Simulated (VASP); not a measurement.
Band structure of BeS (space group F-43m). Method: PBE GGA with D3 dispersion (Becke-Johnson damping), VASP's PBE PAW potentials (set 64) (plane waves; VASP).

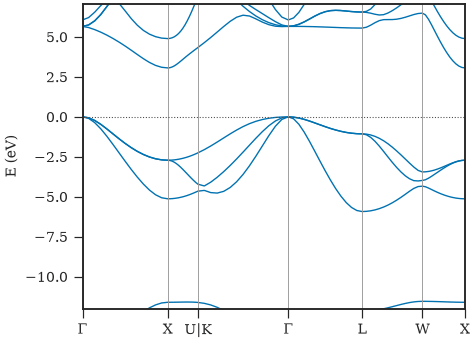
Figure: Bands along high-symmetry lines, zero at the valence-band maximum or, without a gap, the Fermi level

Q: Read the plot: is there a gap, and where are the band edges?

A: The gap is indirect, 3.06 eV, from the valence maximum at Γ to the conduction minimum at X. (Edges off the drawn lines would not show.)

The structure comes from a measured BeS entry (F-43m) of the Crystallography Open Database, whose conditions weren't checked. It was relaxed first.
